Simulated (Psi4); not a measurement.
# GaHClO (SMILES [O][GaH][Cl]): U-wB97X-V/def2-SVPD

Aim: the vertical doublet–quartet gap of GaHClO at U-wB97X-V/def2-SVPD, from 2 runs. 

Program for the calculation: Psi4 1.11.

**1. Starting point**

The species is GaHClO (4 atoms), meant as a doublet with charge 0. As SMILES, `[O][GaH][Cl]`. The shape is that of a PBE0-D4/def2-TZVP optimisation.

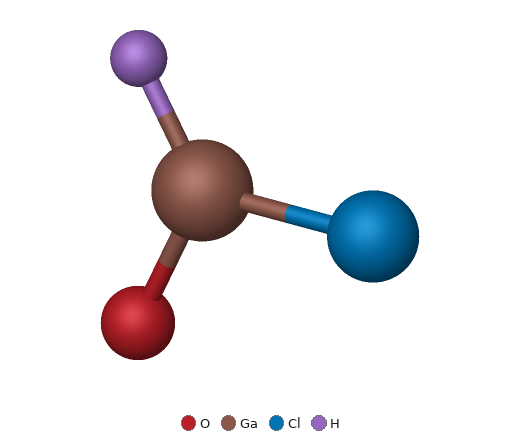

Viewed from a chosen angle; oxygen red, gallium brown, chlorine blue, hydrogen purple.

**2. The energy at U-wB97X-V/def2-SVPD**

calc.py

```python
import psi4

psi4.set_memory('2200 MB')
psi4.set_num_threads(1)
psi4.set_output_file('clgaho.out', False)

mol = psi4.geometry("""
0 2
O
Ga 1 1.796336
Cl 2 2.127988 1 112.71711
H 2 1.542936 1 122.68972 3 179.95921
symmetry c1
no_reorient
no_com
""")

psi4.set_options({
    'basis': 'def2-SVPD',
    'reference': 'uks',
    'puream': True,
    'e_convergence': 1e-09,
    'd_convergence': 1e-08,
    'scf_type': 'pk',
    'dft_radial_points': 99,
    'dft_spherical_points': 590,
    'maxiter': 100,
})

e = psi4.energy("wb97x-v")
print('E =', round(e, 9))
for k, v in sorted(psi4.core.scalar_variables().items()):
    print(f'{k:45s} {v:18.10f}')
```

Command:

```bash
$ python calc.py
```

clgaho.out, shortened:

```text
[...]
  Running in c1 symmetry.
[...]
  Nuclear repulsion =  240.936490347664176
[...]
  Multiplicity = 2
[...]
  Nalpha       = 29
  Nbeta        = 28
[...]
    Number of basis functions: 96
[...]
   @UKS iter   1: -2458.13313233101462   -1.90426e+00   2.71217e-02 DIIS/ADIIS
[...]
   @UKS iter  23: -2460.16075290165372   -1.18234e-10   8.75986e-09 DIIS
[...]
   @S^2 Observed:                7.541858548E-01
[...]
    Orbital Energies [Eh]
    ---------------------
    Alpha Occupied:
       1A   -372.422034     2A   -101.507253     3A    -46.003591
       4A    -40.762014     5A    -40.758705     6A    -40.757691
       7A    -19.292418     8A     -9.569594     9A     -7.329069
      10A     -7.323477    11A     -7.322632    12A     -5.665092
      13A     -3.956658    14A     -3.949048    15A     -3.945758
      16A     -1.109670    17A     -1.020790    18A     -1.008562
      19A     -1.006234    20A     -1.005480    21A     -0.988301
      22A     -0.937398    23A     -0.593739    24A     -0.539685
      25A     -0.492692    26A     -0.472850    27A     -0.466830
      28A     -0.443478    29A     -0.433129
    Alpha Virtual:
[...]
  @UKS Final Energy: -2460.16075290165372
   => Energetics <=
    Nuclear Repulsion Energy =            240.9364903476641757
    One-Electron Energy =               -3902.0893910218533165
    Two-Electron Energy =                1286.9397465020692835
    DFT Exchange-Correlation Energy =     -86.1854744423142733
    Empirical Dispersion Energy =           0.0000000000000000
    VV10 Nonlocal Energy =                  0.2378757127807135
    Total Energy =                      -2460.1607529016537228
[...]
 Multipole Moments:
 ------------------------------------------------------------------------------------
     Multipole            Electronic (a.u.)      Nuclear  (a.u.)        Total (a.u.)
 ------------------------------------------------------------------------------------
 L = 1.  Multiply by 2.5417464519 to convert [e a0] to [Debye]
 Dipole X            :         -0.0012554            0.0009169           -0.0003385
 Dipole Y            :          1.2797959           -0.6152189            0.6645771
 Dipole Z            :          0.4659532            0.0658202            0.5317734
 Magnitude           :                                                    0.8511438
[...]
```

On the terminal:

```text
E = -2460.160752902
CURRENT ENERGY                                  -2460.1607529017
CURRENT REFERENCE ENERGY                        -2460.1607529017
DD SOLVATION ENERGY                                 0.0000000000
DFT FUNCTIONAL TOTAL ENERGY                     -2460.1607529017
DFT TOTAL ENERGY                                -2460.1607529017
DFT VV10 ENERGY                                     0.2378757128
DFT XC ENERGY                                     -86.1854744423
GRID ELECTRONS ALPHA                               28.9999988566
GRID ELECTRONS BETA                                27.9999995452
GRID ELECTRONS TOTAL                               56.9999984019
NUCLEAR REPULSION ENERGY                          240.9364903477
ONE-ELECTRON ENERGY                             -3902.0893910219
PCM POLARIZATION ENERGY                             0.0000000000
PE ENERGY                                           0.0000000000
SCF ITERATION ENERGY                            -2460.1607529017
SCF ITERATIONS                                     23.0000000000
SCF TOTAL ENERGY                                -2460.1607529017
TWO-ELECTRON ENERGY                              1286.9397465021
XC GRID RADIAL POINTS                              99.0000000000
XC GRID SPHERICAL POINTS                          590.0000000000
XC GRID TOTAL POINTS                           225770.0000000000
```

Run time: 94 s. Hardware: 1 thread of AMD EPYC 7R43 (Zen 3), shared host; peak memory 0.98 GiB.

**3. The quartet**

clgaho.xyz

```xyz
4
ClGaHO
O     -1.739800    -0.117700    -0.212200
Ga     0.030900     0.144300    -0.061200
Cl     1.050700    -1.557300     0.708800
H      0.713700     1.470500    -0.455700
```

calc.py

```python
import psi4

psi4.set_memory(2200000000)
psi4.set_num_threads(1)
psi4.set_output_file('run.log', False)

with open('clgaho.xyz') as f:
    atoms = ''.join(f.readlines()[2:])
geom = psi4.geometry('0 4\n' + atoms + 'symmetry c1')

psi4.set_options({
    'basis': 'def2-SVPD',
    'reference': 'uks',
    'puream': True,
    'e_convergence': 1e-09,
    'd_convergence': 1e-08,
    'scf_type': 'pk',
    'dft_radial_points': 99,
    'dft_spherical_points': 590,
    'maxiter': 100,
})

e_tot = psi4.energy("wb97x-v")
print(f'total energy {e_tot:.8f} hartree = {e_tot * 27.211386:.5f} eV')
```

Command:

```bash
$ python calc.py
```

run.log, shortened:

```text
[...]
  Running in c1 symmetry.
[...]
  Nuclear repulsion =  240.936454910321658
[...]
  Multiplicity = 4
[...]
  Nalpha       = 30
  Nbeta        = 27
[...]
    Number of basis functions: 96
[...]
   @UKS iter   1: -2457.60159804483055   -1.37273e+00   2.78694e-02 ADIIS/DIIS
[...]
   @UKS iter  29: -2459.92740419366601   -2.81943e-11   8.69635e-09 DIIS
[...]
   @S^2 Observed:                3.762932566E+00
[...]
    Orbital Energies [Eh]
    ---------------------
    Alpha Occupied:
       1A   -372.407798     2A   -101.504803     3A    -45.991080
       4A    -40.747673     5A    -40.747096     6A    -40.746458
       7A    -19.452055     8A     -9.566304     9A     -7.327489
      10A     -7.319609    11A     -7.319206    12A     -5.650554
      13A     -3.938378    14A     -3.935186    15A     -3.934566
      16A     -1.246930    17A     -1.008088    18A     -0.996656
      19A     -0.992387    20A     -0.988652    21A     -0.988038
      22A     -0.932884    23A     -0.668796    24A     -0.667755
      25A     -0.641794    26A     -0.553572    27A     -0.480810
      28A     -0.445769    29A     -0.435298    30A     -0.203909
    Alpha Virtual:
[...]
  @UKS Final Energy: -2459.92740419366601
   => Energetics <=
    Nuclear Repulsion Energy =            240.9364549103216575
    One-Electron Energy =               -3901.3362209361175701
    Two-Electron Energy =                1286.3500527942010194
    DFT Exchange-Correlation Energy =     -86.1145576943096387
    Empirical Dispersion Energy =           0.0000000000000000
    VV10 Nonlocal Energy =                  0.2368667322385541
    Total Energy =                      -2459.9274041936660069
[...]
 Multipole Moments:
 ------------------------------------------------------------------------------------
     Multipole            Electronic (a.u.)      Nuclear  (a.u.)        Total (a.u.)
 ------------------------------------------------------------------------------------
 L = 1.  Multiply by 2.5417464519 to convert [e a0] to [Debye]
 Dipole X            :         -0.8746433            0.1307370           -0.7439063
 Dipole Y            :          0.9750947           -0.5616012            0.4134935
 Dipole Z            :         -0.4862963            0.2243643           -0.2619320
 Magnitude           :                                                    0.8904953
[...]
```

On the terminal:

```text
total energy -2459.92740419 hartree = -66938.03413 eV
```

Wall time 2 min (1 thread of AMD EPYC 7R43 (Zen 3), shared host); peak memory 0.98 GiB.

**4. Summary of results**

At U-wB97X-V/def2-SVPD:

| quantity | value |
| --- | --- |
| doublet: total energy | -2460.16075 Eh |
| doublet: dipole moment | 2.16 D |
| doublet: HOMO energy (highest over α and β) | -11.65 eV |
| doublet: LUMO energy (lowest over α and β) | -2.26 eV |
| doublet: ⟨S²⟩ | 0.754 |
| quartet: total energy | -2459.92740 Eh |
| quartet: dipole moment | 2.26 D |
| quartet: HOMO energy (highest over α and β) | -5.55 eV |
| quartet: ⟨S²⟩ | 3.763 |
| vertical energy of the quartet above the doublet | 6.350 eV |

At this shape the quartet lies 6.35 eV (613 kJ/mol) above the doublet.
